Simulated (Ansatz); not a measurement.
Amorphous Si18Na6Ca3O42

A CHGNet melt-quench gave the starting glass, which DFT then relaxed. O atoms were pushed apart under 1.9 Å during the dynamics, to hinder bonds among them. The hot cell started wider than the set density and was brought back towards it in steps. It is the lowest in DFT energy of 2 quenches. It is a model cell: composition and starting density were chosen by hand, and all elements were melted together. No dispersion term was used.

Methods: PBE, scalar-relativistic without spin-orbit coupling (Ansatz, a quantum-chemistry and plane-wave program); r2SCAN, scalar-relativistic without spin-orbit coupling (Ansatz); HSE06, scalar-relativistic without spin-orbit coupling (Ansatz). Geometry, pressure, stress and energy are those of the PBE run. Its sampling: a 2×2×2 Γ-centred mesh; Fermi-Dirac width 0.02 eV; no spin polarisation. Other functionals are single points at the zone centre (r2SCAN at 500 eV; exact exchange cut at the cell's faces), free to take moments where seeds were set. At PBE the levels at the filled edge of the gap are localised (band-tail or defect states), and the nearest spread-out levels lie 4.8 eV apart at the zone centre.

```yaml
number_of_atoms_in_the_cell: 69
Density (volume relaxed, without dispersion): 2.34 g/cm^3
volume_per_atom: 14.75 Å³
Pressure on a 2×2×2 Γ-centred mesh: 0.00 GPa
Largest force and stress component on that mesh (the relaxation ran on the zone centre alone): 0.03 eV/Å and 0.0 GPa
Level gap on a 2×2×2 Γ-centred mesh (PBE): 3.59 eV
Level gap at the zone centre (PBE): 3.59 eV
Level gap at the zone centre (r2SCAN): 4.16 eV
Level gap at the zone centre (HSE06): 5.20 eV
```

Cut-offs for bonds: Si-Si 2.60 Å, Si-Na 3.05 Å, Si-Ca 3.16 Å, Si-O 1.92 Å, Na-Na 3.65 Å, Na-Ca 3.76 Å, Na-O 2.90 Å, Ca-Ca 3.87 Å, Ca-O 2.90 Å, O-O 1.58 Å. Two cations that share two anions don't count as bonded, nor two that share one unless they lie closer than Si-Si 2.38 Å, Si-Na 2.96 Å, Si-Ca 3.07 Å, Na-Na 3.55 Å, Na-Ca 3.66 Å, Ca-Ca 3.77 Å.

Mean coordination of Si by anions: 4.00 (18 with 4); 1 close contacts or bonds to cations besides
Mean coordination of Na by anions: 4.33 (1 with 3, 3 with 4, 1 with 5, 1 with 6); 2 close contacts or bonds to cations besides
Mean coordination of Ca by anions: 5.00 (1 with 4, 1 with 5, 1 with 6); 1 close contacts or bonds to cations besides
Mean coordination of O: 2.69 (18 with 2, 19 with 3, 5 with 4)
Mean Si-O bond: 1.644 Å (spread 0.036 Å, 72 counted)
Mean Na-O bond: 2.479 Å (spread 0.194 Å, 26 counted)

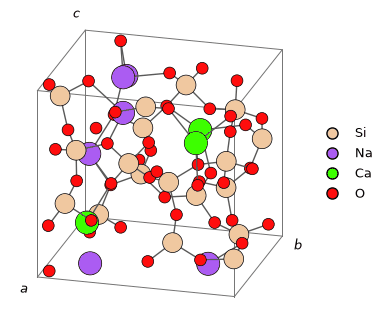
The relaxed cell

Its density started from a set value of 2.41 g/cm³. The quench (nominally 260 K/ps over its main leg) was far faster than any real one, so the model tends to hold more defects than a real film. Values belong to this one cell and scatter from quench to quench. Volume and shape were free in the relaxation.
